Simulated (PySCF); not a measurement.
# [TaF4]+: how settings move a single point

Aim: repeat the single point on relaxed [TaF4]+ with altered settings, some of them bad on purpose. It is a constructed species; whether it can be made isn't addressed.

Computed with PySCF 2.14.0. Level: B3LYP, Ta def2-SVP with ECP60, F def2-SVP; scalar-relativistic core potentials, no spin–orbit coupling.

4 further runs of the same task are left out: 2 for a known fault of the program, 2 that didn't finish.

### Step 1. Starting geometry

5 atoms, charge 1, spin multiplicity 1.

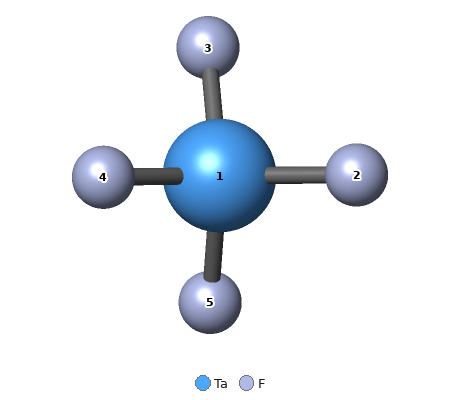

The structure; tantalum blue, fluorine light blue; atoms are numbered from 1 in the order of the file.

Coordinates:

```xyz
5
F4Ta
Ta    0.00000    0.00000    0.00000
F     1.05110    1.05110    1.05110
F    -1.05110   -1.05110    1.05110
F     1.05110   -1.05110   -1.05110
F    -1.05110    1.05110   -1.05110
```

Formal oxidation states: Ta +5. An earlier session relaxed this geometry at B3LYP, Ta def2-SVP with ECP60, F def2-SVP (singlet, point group Td).

The sound run used a (50, 194) grid (finer on f atoms), a threshold of 1e-8 and at most 55 cycles, and ended at -456.052726 Eh.

### Step 2. Try 1

File run.py (the lines that set the calculation):

```python
mol = gto.M(atom='''
Ta     0.00000     0.00000     0.00000
F      1.05110     1.05110     1.05110
F     -1.05110    -1.05110     1.05110
F      1.05110    -1.05110    -1.05110
F     -1.05110     1.05110    -1.05110''',
    basis={'Ta': 'def2-SVP', 'F': 'def2-SVP'},
    ecp={'Ta': 'def2-SVP'},
    charge=1, spin=0)
mf = dft.RKS(mol, xc='B3LYP')
mf.grids.atom_grid = (50, 194)
mf = mf.density_fit()  # fitting sets: Ta def2-universal-JKFIT, F def2-universal-JKFIT
mf.conv_tol = 1e-08; mf.max_cycle = 55
mf.kernel(dm0)  # dm0: smeared density
```

Command:

```
OMP_NUM_THREADS=2 python run.py
```

The program printed:

```text
init E= -456.044193828126
  HOMO = -0.708433548371736  LUMO = -0.358568039841547  gap/eV = 9.52033
cycle= 1 E= -456.052700885633  delta_E= -0.00851  |g|= 0.0108  |ddm|= 0.0173
  HOMO = -0.70766325901183  LUMO = -0.360576870568508  gap/eV = 9.44470
cycle= 2 E= -456.052600242618  delta_E= 0.000101  |g|= 0.0258  |ddm|= 0.0268
  HOMO = -0.70856913336685  LUMO = -0.359376376427096  gap/eV = 9.50202
cycle= 3 E= -456.052725392982  delta_E= -0.000125  |g|= 0.000988  |ddm|= 0.017
  HOMO = -0.708434558911159  LUMO = -0.359110463712069  gap/eV = 9.50559
cycle= 4 E= -456.052725633473  delta_E= -2.4e-07  |g|= 6.24e-05  |ddm|= 0.00122
  HOMO = -0.708439677725761  LUMO = -0.359110232373147  gap/eV = 9.50574
cycle= 5 E= -456.052725634112  delta_E= -6.39e-10  |g|= 6.24e-06  |ddm|= 3.94e-05
  HOMO = -0.708439295187947  LUMO = -0.35911063941013  gap/eV = 9.50572
Extra cycle  E= -456.052725634106  delta_E= 5.68e-12  |g|= 9.02e-06  |ddm|= 1.39e-05
converged SCF energy = -456.052725634106
```

Wall time 2.3 s (2 threads of Arm Neoverse V1, shared host).

Changed: the starting guess (smeared density). It converges in 5 cycles, at the sound run's energy within 0.001 eV, with a largest force component of 0.00 eV/Å. The result survives the change.

### Step 3. Try 2

File run.py (the lines that set the calculation):

```python
mol = gto.M(atom='''
Ta     0.00000     0.00000     0.00000
F      1.10366     1.10366     1.10366
F     -1.10366    -1.10366     1.10366
F      1.10366    -1.10366    -1.10366
F     -1.10366     1.10366    -1.10366''',
    basis={'Ta': 'def2-SVP', 'F': 'def2-SVP'},
    ecp={'Ta': 'def2-SVP'},
    charge=1, spin=0)
mf = dft.RKS(mol, xc='B3LYP')
mf.grids.atom_grid = (50, 194)
mf = mf.density_fit()  # fitting sets: Ta def2-universal-JKFIT, F def2-universal-JKFIT
mf.conv_tol = 1e-08; mf.max_cycle = 55
mf.kernel(dm0)  # dm0: free metal ions and neutral atoms
```

Command:

```
OMP_NUM_THREADS=2 python run.py
```

The program printed:

```text
init E= -455.945086177782
  HOMO = -0.750458940418357  LUMO = -0.348342983067572  gap/eV = 10.94213
cycle= 1 E= -455.638744916397  delta_E= 0.306  |g|= 1.35  |ddm|= 2.65
  HOMO = -0.559549875552837  LUMO = -0.462632254525319  gap/eV = 2.63726
cycle= 2 E= -450.368755309323  delta_E= 5.27  |g|= 5.45  |ddm|= 4.42
  HOMO = -0.663918825919441  LUMO = -0.373286479508936  gap/eV = 7.90851
cycle= 3 E= -456.018789219523  delta_E= -5.65  |g|= 0.277  |ddm|= 3.51
  HOMO = -0.699912430783383  LUMO = -0.413897066590845  gap/eV = 7.78287
cycle= 4 E= -456.02716394877  delta_E= -0.00837  |g|= 0.11  |ddm|= 0.207
  HOMO = -0.694427038663257  LUMO = -0.396117499492134  gap/eV = 8.11742
cycle= 5 E= -456.029962574805  delta_E= -0.0028  |g|= 0.0203  |ddm|= 0.0928
  HOMO = -0.694939529909026  LUMO = -0.394904562800117  gap/eV = 8.16437
cycle= 6 E= -456.030045526423  delta_E= -8.3e-05  |g|= 0.00193  |ddm|= 0.0134
  HOMO = -0.695024085286943  LUMO = -0.394854754285344  gap/eV = 8.16802
cycle= 7 E= -456.030046209506  delta_E= -6.83e-07  |g|= 0.000239  |ddm|= 0.00139
  HOMO = -0.695021946505406  LUMO = -0.39487176149574  gap/eV = 8.16750
cycle= 8 E= -456.03004622099  delta_E= -1.15e-08  |g|= 2.64e-05  |ddm|= 0.000163
  HOMO = -0.695021262775921  LUMO = -0.394872849025326  gap/eV = 8.16745
cycle= 9 E= -456.030046221133  delta_E= -1.43e-10  |g|= 8.23e-07  |ddm|= 2.11e-05
  HOMO = -0.695021190332911  LUMO = -0.39487297824602  gap/eV = 8.16745
Extra cycle  E= -456.030046221128  delta_E= 5.23e-12  |g|= 2.07e-06  |ddm|= 2.08e-06
converged SCF energy = -456.030046221128
```

It took 2.5 s on 2 threads of Arm Neoverse V1, shared host.

Changed: the scale of all coordinates (1.05). It converges in 9 cycles, +0.617 eV from the sound run, with a largest force component of 1.81 eV/Å. The setting is unsound, so these numbers aren't the compound's.

### Step 4. Try 3

File run.py (the lines that set the calculation):

```python
mol = gto.M(atom='''
Ta     0.00000     0.00000     0.00000
F      1.05110     1.05110     1.05110
F     -1.05110    -1.05110     1.05110
F      1.05110    -1.05110    -1.05110
F     -1.05110     1.05110    -1.05110''',
    basis={'Ta': 'def2-SVP', 'F': 'def2-SVP'},
    ecp={'Ta': 'def2-SVP'},
    charge=1, spin=0)
mf = dft.RKS(mol, xc='B3LYP')
mf.grids.atom_grid = (50, 194)
mf = mf.density_fit()  # fitting sets: Ta def2-universal-JKFIT, F def2-universal-JKFIT
mf.conv_tol = 1e-06; mf.max_cycle = 55
mf.kernel(dm0)  # dm0: free metal ions and neutral atoms
```

Command:

```
OMP_NUM_THREADS=2 python run.py
```

The program printed:

```text
init E= -456.115016771605
  HOMO = -0.768984616235753  LUMO = -0.33627557116302  gap/eV = 11.77461
cycle= 1 E= -455.728797022091  delta_E= 0.386  |g|= 1.29  |ddm|= 2.76
  HOMO = -0.581916021675862  LUMO = -0.424151894607862  gap/eV = 4.29298
cycle= 2 E= -452.984921535352  delta_E= 2.74  |g|= 4.18  |ddm|= 3.45
  HOMO = -0.683920746534168  LUMO = -0.336915953235473  gap/eV = 9.44248
cycle= 3 E= -456.047520790818  delta_E= -3.06  |g|= 0.186  |ddm|= 2.64
  HOMO = -0.712223944657671  LUMO = -0.372484029494206  gap/eV = 9.24479
cycle= 4 E= -456.051655000878  delta_E= -0.00413  |g|= 0.0685  |ddm|= 0.174
  HOMO = -0.708208084371993  LUMO = -0.359603411033959  gap/eV = 9.48602
cycle= 5 E= -456.052715879195  delta_E= -0.00106  |g|= 0.00704  |ddm|= 0.0643
  HOMO = -0.708395880814058  LUMO = -0.359103879733064  gap/eV = 9.50472
cycle= 6 E= -456.052725549986  delta_E= -9.67e-06  |g|= 0.000689  |ddm|= 0.0048
  HOMO = -0.708439184802196  LUMO = -0.35910328336628  gap/eV = 9.50591
cycle= 7 E= -456.052725633311  delta_E= -8.33e-08  |g|= 6.39e-05  |ddm|= 0.000466
  HOMO = -0.708434784853368  LUMO = -0.359117859567313  gap/eV = 9.50540
Extra cycle  E= -456.052725630053  delta_E= 3.26e-09  |g|= 0.000148  |ddm|= 0.000149
converged SCF energy = -456.052725630053
```

Run time: 2.4 s. Hardware: 2 threads of Arm Neoverse V1, shared host.

Changed: the SCF threshold (1e-06). It converges in 7 cycles, at the sound run's energy within 0.001 eV, with a largest force component of 0.00 eV/Å. The result survives the change.

### Step 5. Results

| run | changed | ending | energy change (eV) | cycles | time | usable |
| --- | --- | --- | --- | --- | --- | --- |
| 1 | the starting guess | converged | 0.000 | 5 | 2.3 s | yes |
| 2 | the scale of all coordinates | converged | +0.617 | 9 | 2.5 s | no |
| 3 | the SCF threshold | converged | 0.000 | 7 | 2.4 s | yes |

2 of 3 altered runs give a usable result. 1 ended normally with numbers unfit to quote.
